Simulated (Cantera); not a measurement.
Charge: 1 mol AlN, 2.7 mol H2O, a varied amount of O2, equilibrated at 1400 K and 2.60 bar.

Cantera equilibrium calculation (NASA polynomials, part measured and part estimated; ideal gas, pure solids and liquids). Candidate condensed phases: Al, AlN, Al2O3, H2O; 35 gas species. Gases not in the tables: Al(OH)3. Kinetics and transport are ignored.

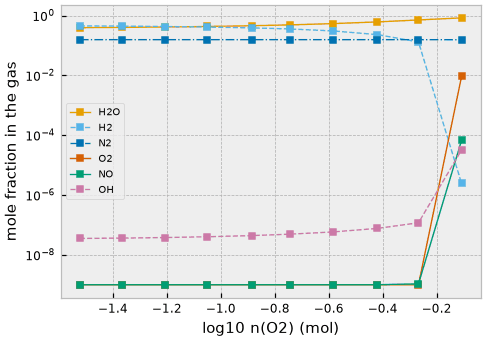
Figure. Equilibrium gas composition (values under 1e-9 drawn at 1e-9)

### Question
Read off the mole fractions at 0.18 mol O2.

### Answer
H2O about 0.49, H2 about 0.36, N2 about 0.16, OH about 4.9e-8.
